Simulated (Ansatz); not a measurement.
The calculation's input:

```
crystal:
  periodic: [false, false, false]
  atoms:
    - {symbol: C, position_ang: [-0.558215, -0.308103, -1.669095]}
    - {symbol: Al, position_ang: [0.761482, 0.030912, -0.312043]}
    - {symbol: O, position_ang: [0.392723, 1.264051, 0.812361]}
    - {symbol: H, position_ang: [2.129413, -0.768720, -0.208600]}
    - {symbol: H, position_ang: [-1.507915, 0.239962, -1.748300]}
    - {symbol: H, position_ang: [-0.458694, -1.068288, -2.456813]}
    - {symbol: H, position_ang: [0.952387, 1.543294, 1.541499]}
basis:
  gaussian:
    orbitals: def2-TZVPD
magnetization:
  spin_polarized: true
  initial_magnetization: 1
hamiltonian:
  xc: {name: PBE0}
output: {forces: true, orbitals: {seedname: orbitals}}
```

Launched as:

```sh
ansatz run input.yaml --threads 1 --pin off --max-ram 2610MiB --events-out events.jsonl --progress --plain --runs-dir runs
```

Geometry: r2SCAN-D4/def2-SVP.

Theory: isolated molecule in a Gaussian basis; Kohn-Sham density functional theory, functional PBE0 in Ansatz.

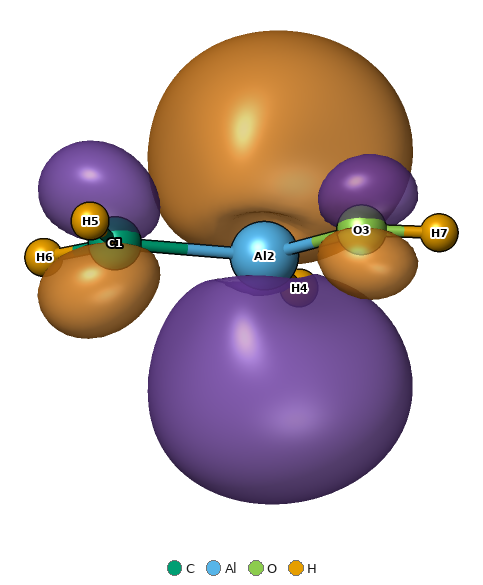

CH$_{4}$AlO (SMILES [CH2][AlH][OH]) (doublet). One frontier orbital at ±0.08 Å⁻³ᐟ² (orange and purple are the two phases), seen from one side.

> Which orbital is it: HOMO (α) or LUMO (α)?

The LUMO (α), at −0.26 eV. It lies mainly on Al2 (about 75 %), C1 (about 10 %) and H4 (about 10 %); it changes sign across the molecular plane (π type).
